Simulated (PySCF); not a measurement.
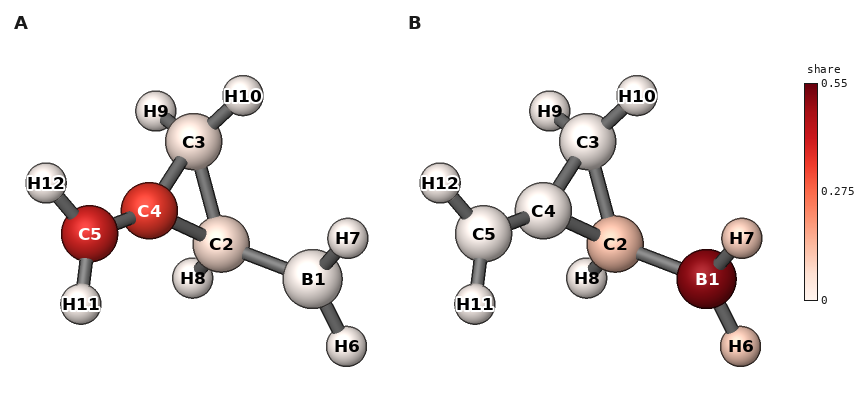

Each panel colours the atoms by their Löwdin share in one orbital (up to four of the largest shares; other atoms are shown as zero). The computed structure is the end point of a GFN2-xTB optimisation. No frequency run is at hand to confirm it as a minimum. Method: PBE0/def2-SVPD (PySCF 2.14.0).

Question: The panels show the HOMO, LUMO, in some order. Which is which?

Answer: A: HOMO, −7.67 eV; C5 0.39, C4 0.35, C2 0.07, C3 0.04
B: LUMO, −1.29 eV; B1 0.50, C2 0.12, H6 0.10, H7 0.10

The geometry is semi-empirical. Around B such bond lengths and angles can be off by a tenth of an ångström or more and by several degrees, and values that hang on the shape move with them.
